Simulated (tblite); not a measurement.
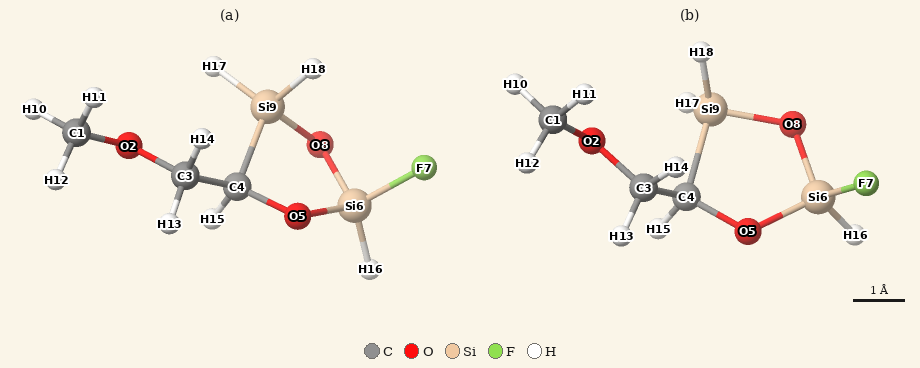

The structure of C₃H₉FO₃Si₂ before (left) and after (right) a relaxation, at one scale.

A ball-and-stick model, seen at a tilt.

Method: tblite, GFN2-xTB geometry optimisation, gas phase. 

Summarise the run.

After 121 geometry steps the energy has fallen by 1.324 eV. The atom that moves furthest after the best rigid fit is H18 (1.48 Å). By element the largest moves are H 1.48 Å, F 1.06 Å, O 0.93 Å, C 0.49 Å, Si 0.46 Å. Near-neighbour distances that change, for instance: O5–Si6 1.722 → 1.615 Å, Si6–O8 1.731 → 1.629 Å, Si6–F7 1.696 → 1.598 Å, O8–Si9 1.725 → 1.640 Å. Among the angles between lasting bonds that change: Si6–O8–Si9 96.9° → 116.7°, C4–O5–Si6 107.8° → 117.3°, C3–C4–O5 117.1° → 110.4°. Groups turn about C4–Si9 by about 55°, O8–Si9 by about 40°, C4–O5 by about 40°.
